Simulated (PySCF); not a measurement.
**WO2(OH)2: shape and bonding**

Aim: find the relaxed shape of WO2(OH)2 and read charges and levels. It is a constructed species; whether it can be made isn't addressed.

The runs use PySCF 2.14.0; r2SCAN, W def2-SVP with ECP60, O def2-SVP, H def2-SVP; scalar-relativistic core potentials, no spin–orbit coupling.

5 further runs of the same task are left out: 2 for a known fault of the program, 2 that didn't finish, 1 set aside as unsound or not needed.

### 1 The system as given

7 atoms, charge 0, spin multiplicity 1.

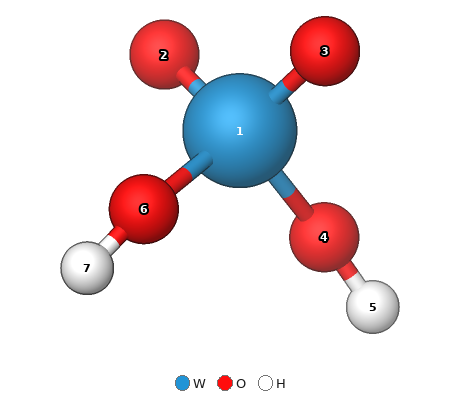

Start geometry, drawn with tungsten blue, oxygen red, hydrogen white; atoms are numbered from 1 in the order of the file.

Geometry (Å):

```csv
atom,x (Å),y (Å),z (Å)
W1,0.00000,0.00000,0.00000
O2,0.87160,0.87160,0.87160
O3,-0.87160,-0.87160,0.87160
O4,1.03650,-1.03650,-1.03650
H5,1.28000,-1.63000,-1.75810
O6,-1.03650,1.03650,-1.03650
H7,-1.28000,1.63000,-1.75810
```

Formal oxidation states: W +6.

### 2 SCF at the start, singlet

File run.py (the lines that set the calculation):

```python
mol = gto.M(atom='''
W      0.00000     0.00000     0.00000
O      0.87160     0.87160     0.87160
O     -0.87160    -0.87160     0.87160
O      1.03650    -1.03650    -1.03650
H      1.28000    -1.63000    -1.75810
O     -1.03650     1.03650    -1.03650
H     -1.28000     1.63000    -1.75810''',
    basis={'W': 'def2-SVP', 'O': 'def2-SVP', 'H': 'def2-SVP'},
    ecp={'W': 'def2-SVP'},
    charge=0, spin=0)
mf = dft.RKS(mol, xc='R2SCAN')
mf.grids.atom_grid = (50, 194)
mf = mf.density_fit()  # fitting sets: W def2-universal-JKFIT, O def2-universal-JKFIT, H def2-universal-JKFIT
mf.conv_tol = 1e-08; mf.max_cycle = 55
mf.kernel(dm0)  # dm0: free metal ions and neutral atoms
```

Launch:

```sh
$ OMP_NUM_THREADS=2 python run.py
```

Standard output:

```text
init E= -378.137101717438
  HOMO = -0.274061113797008  LUMO = -0.035735011850111  gap/eV = 6.48518
cycle= 1 E= -368.770223619884  delta_E= 9.37  |g|= 0.796  |ddm|= 3.65
  HOMO = -0.225045627746645  LUMO = -0.0337573586263709  gap/eV = 5.20522
cycle= 2 E= -368.605583702766  delta_E= 0.165  |g|= 1.19  |ddm|= 1.37
  HOMO = -0.269619559432751  LUMO = -0.0222472506147326  gap/eV = 6.73134
cycle= 3 E= -368.887249255547  delta_E= -0.282  |g|= 0.148  |ddm|= 0.883
  HOMO = -0.268140995433064  LUMO = -0.0272884797982513  gap/eV = 6.55393
cycle= 4 E= -368.888812985407  delta_E= -0.00156  |g|= 0.11  |ddm|= 0.147
  HOMO = -0.273437278910463  LUMO = -0.0223266006887108  gap/eV = 6.83307
cycle= 5 E= -368.890767521628  delta_E= -0.00195  |g|= 0.0395  |ddm|= 0.107
  HOMO = -0.269930218455083  LUMO = -0.0219049779577993  gap/eV = 6.74911
cycle= 6 E= -368.891074069022  delta_E= -0.000307  |g|= 0.00506  |ddm|= 0.0302
  HOMO = -0.270841218292356  LUMO = -0.0227268316695586  gap/eV = 6.75154
cycle= 7 E= -368.891079605466  delta_E= -5.54e-06  |g|= 0.000929  |ddm|= 0.00678
  HOMO = -0.270696684059559  LUMO = -0.0226336921484744  gap/eV = 6.75014
cycle= 8 E= -368.891079779444  delta_E= -1.74e-07  |g|= 0.000137  |ddm|= 0.000907
  HOMO = -0.270691983361856  LUMO = -0.022634901139444  gap/eV = 6.74998
cycle= 9 E= -368.89107978257  delta_E= -3.13e-09  |g|= 2.81e-05  |ddm|= 0.000118
  HOMO = -0.270692458246759  LUMO = -0.0226347458116543  gap/eV = 6.74999
Extra cycle  E= -368.891079782474  delta_E= 9.56e-11  |g|= 3.55e-05  |ddm|= 4.47e-05
converged SCF energy = -368.891079782474
```

Run time: 3 s. Hardware: 2 threads of Arm Neoverse V2, shared host; peak memory 0.5 GiB.

Read off: E = -368.891080 Eh, HOMO -7.37 eV, LUMO -0.62 eV, Mulliken charge on W1 +1.12 e. 

### 3 Relaxation, singlet

Steps are kept in the start's point group, C2.

File run.py (the lines that set the calculation):

```python
mol = gto.M(atom='''
W      0.00000     0.00000     0.03528
O      0.87160     0.87160     0.90688
O     -0.87160    -0.87160     0.90688
O      1.03650    -1.03650    -1.00122
H      1.28000    -1.63000    -1.72282
O     -1.03650     1.03650    -1.00122
H     -1.28000     1.63000    -1.72282''',
    basis={'W': 'def2-SVP', 'O': 'def2-SVP', 'H': 'def2-SVP'},
    ecp={'W': 'def2-SVP'},
    charge=0, spin=0)
mf = dft.RKS(mol, xc='R2SCAN')
mf.grids.atom_grid = (50, 194)
mf = mf.density_fit()  # fitting sets: W def2-universal-JKFIT, O def2-universal-JKFIT, H def2-universal-JKFIT
mf.conv_tol = 1e-08; mf.max_cycle = 55
mf.kernel(dm0)  # dm0: an SCF of this state at this start
# quasi-Newton relaxation in Cartesian coordinates to a largest gradient under 0.00045 Eh/bohr, steps kept in the point group
```

Launch:

```sh
$ OMP_NUM_THREADS=2 python run.py
```

The driver keeps no SCF log for this step, only its results.

Run time: 78 s. Hardware: 2 threads of Arm Neoverse V2, shared host.

Step by step:

| step | energy from step 1 (eV) | largest force component (eV/Å) |
| --- | --- | --- |
| 1 | 0.0000 | 21.8677 |
| 2 | -3.6491 | 6.9344 |
| 3 | -4.0484 | 1.7112 |
| 4 | -4.1112 | 1.1495 |
| 5 | -4.1500 | 1.2248 |
| 6 | -4.1918 | 0.7798 |
| 7 | -4.2055 | 1.8146 |
| 8 | -4.2500 | 1.1390 |
| 9 | -4.2709 | 0.2242 |
| 10 | -4.2880 | 0.6013 |
| 11 | -4.2988 | 0.3031 |
| 12 | -4.3063 | 0.0937 |
| 13 | -4.3075 | 0.0379 |
| 14 | -4.3084 | 0.0412 |
| 15 | -4.3095 | 0.0589 |
| 16 | -4.3114 | 0.0738 |
| 17 | -4.3130 | 0.2038 |
| 18 | -4.3140 | 0.0249 |
| 19 | -4.3141 | 0.0411 |
| 20 | -4.3142 | 0.0499 |
| 21 | -4.3143 | 0.0257 |
| 22 | -4.3143 | 0.0130 |

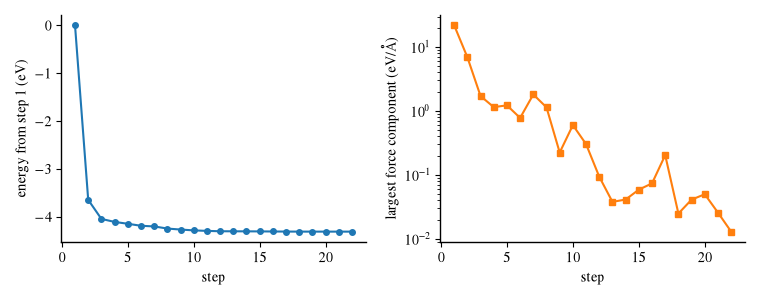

Energy and force, step by step.

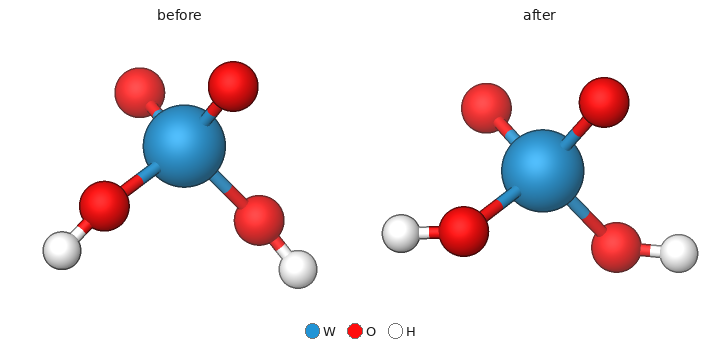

Before and after, at one scale.

Distances of close pairs at the start and the end, largest changes first:

```
 bond  before (Å)  after (Å)  change (Å)
W1–O2       1.510      1.717      +0.207
W1–O3       1.510      1.717      +0.207
W1–O4       1.795      1.889      +0.094
W1–O6       1.795      1.889      +0.094
O4–H5       0.966      0.967      +0.001
O6–H7       0.966      0.967      +0.001
```

It ends in C2 at E = -369.049627 Eh.

| atom | x (Å) | y (Å) | z (Å) |
| --- | --- | --- | --- |
| W1 | 0.00000 | 0.00000 | -0.18034 |
| O2 | 0.88991 | 1.06394 | 0.83092 |
| O3 | -0.88991 | -1.06394 | 0.83092 |
| O4 | 1.21025 | -0.99199 | -1.23902 |
| H5 | 1.28890 | -1.95342 | -1.30123 |
| O6 | -1.21025 | 0.99199 | -1.23902 |
| H7 | -1.28890 | 1.95342 | -1.30123 |

### 4 Properties on a finer grid

File run.py (the lines that set the calculation):

```python
mol = gto.M(atom='''
W      0.00000     0.00000    -0.18034
O      0.88991     1.06394     0.83092
O     -0.88991    -1.06394     0.83092
O      1.21025    -0.99199    -1.23902
H      1.28890    -1.95342    -1.30123
O     -1.21025     0.99199    -1.23902
H     -1.28890     1.95342    -1.30123''',
    basis={'W': 'def2-SVP', 'O': 'def2-SVP', 'H': 'def2-SVP'},
    ecp={'W': 'def2-SVP'},
    charge=0, spin=0)
mf = dft.RKS(mol, xc='R2SCAN')
mf.grids.atom_grid = (75, 302)
mf = mf.density_fit()  # fitting sets: W def2-universal-JKFIT, O def2-universal-JKFIT, H def2-universal-JKFIT
mf.conv_tol = 1e-09; mf.max_cycle = 55
mf.kernel(dm0)  # dm0: the density of the relaxed state
```

Launch:

```sh
$ OMP_NUM_THREADS=2 python run.py
```

Standard output:

```text
init E= -369.050307235427
  HOMO = -0.278338069457831  LUMO = -0.0837472359353375  gap/eV = 5.29509
cycle= 1 E= -369.050307430573  delta_E= -1.95e-07  |g|= 0.000801  |ddm|= 0.00377
  HOMO = -0.278139806783663  LUMO = -0.0837336185397527  gap/eV = 5.29006
cycle= 2 E= -369.050305967718  delta_E= 1.46e-06  |g|= 0.00283  |ddm|= 0.00232
  HOMO = -0.278262950032563  LUMO = -0.0836947218743824  gap/eV = 5.29447
cycle= 3 E= -369.050307528862  delta_E= -1.56e-06  |g|= 0.000323  |ddm|= 0.00201
  HOMO = -0.278269677203014  LUMO = -0.0837153524310062  gap/eV = 5.29409
cycle= 4 E= -369.050307548911  delta_E= -2e-08  |g|= 8.6e-05  |ddm|= 0.000258
  HOMO = -0.278275507828823  LUMO = -0.083721909492179  gap/eV = 5.29407
cycle= 5 E= -369.050307550413  delta_E= -1.5e-09  |g|= 2.36e-05  |ddm|= 7.86e-05
  HOMO = -0.278275656236762  LUMO = -0.083721422377791  gap/eV = 5.29409
cycle= 6 E= -369.050307550447  delta_E= -3.35e-11  |g|= 1.99e-05  |ddm|= 2.84e-05
  HOMO = -0.278272450825288  LUMO = -0.0837205520408833  gap/eV = 5.29403
Extra cycle  E= -369.050307549226  delta_E= 1.22e-09  |g|= 7.92e-05  |ddm|= 6.92e-05
converged SCF energy = -369.050307549226
```

It took 21 s on 2 threads of Arm Neoverse V2, shared host.

It gives: E = -369.050308 Eh, HOMO -7.57 eV, LUMO -2.28 eV, Mulliken charge on W1 +1.17 e, largest force component 0.029 eV/Å. 

Löwdin charges:

```
atom  value (e)
  W1       0.38
  O2      -0.17
  O3      -0.17
  O4      -0.15
  H5       0.13
  O6      -0.15
  H7       0.13
```

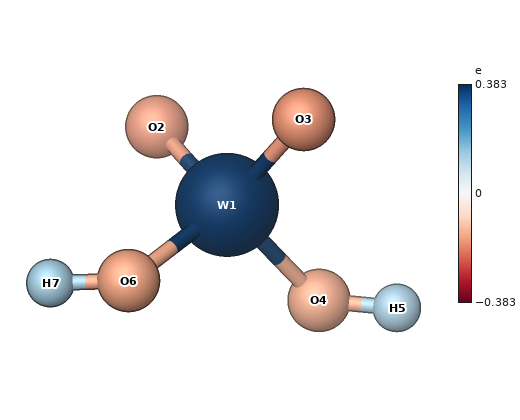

Löwdin charges, as colours on the atoms.

Mulliken charges: W1 +1.17, O2 -0.38, O3 -0.38, O4 -0.46, H5 +0.25, O6 -0.46, H7 +0.25 e.

Contacts (the nearest donor of each ligand) and Mayer bond orders:

| contact | distance (Å) | bond order |
| --- | --- | --- |
| W1–O2 (O) | 1.717 | 2.07 |
| W1–O3 (O) | 1.717 | 2.07 |
| W1–O4 (OH) | 1.889 | 1.10 |
| W1–O6 (OH) | 1.889 | 1.10 |

Mulliken populations of W1 outside the core potential: s 2.38, p 6.35, d 3.88, f 0.22.

Orbitals, density, ELF and potential are computed afterwards from the orbital file.

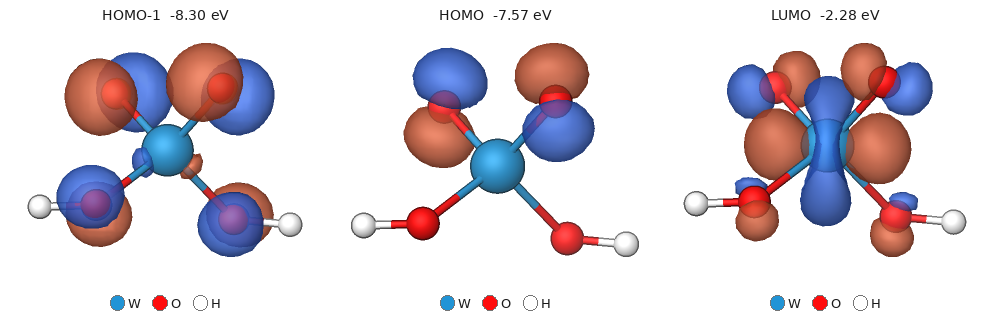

Frontier orbitals at r2SCAN; each surface holds 70 % of the orbital's density, blue and red mark the sign.

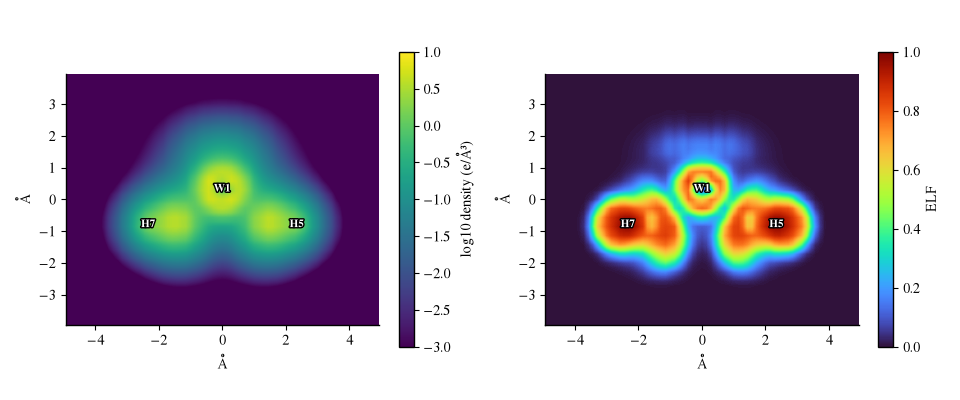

Density (left) and ELF (right) in a plane through or near 3 of the atoms.

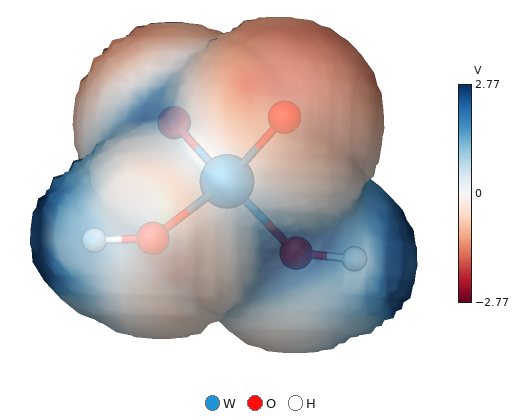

Electrostatic potential on the surface of density 0.002 e/bohr³; red is low, blue high. It runs, from the 1st to the 99th percentile, from -1.46 V near O2 to 2.77 V near H7.

### 5 What came out

```
             quantity                         value
state and point group                   singlet, C2
metal–ligand contacts                1.72 to 1.89 Å
      frontier levels  HOMO -7.57 eV, LUMO -2.28 eV
               dipole                        3.00 D
  mean polarisability                        6.4 Å³
```

In words: The metal carries +0.38 e by Löwdin's partition against a formal +6, and bond orders to the nearest donors reach 2.07. Both measures hang on the basis. No vibrations are shown for the final structure, so this session doesn't show it to be a minimum. One start shape was tried, so another isomer may lie lower. These are double-zeta-type bases without diffuse functions. Spin–orbit coupling is left out.
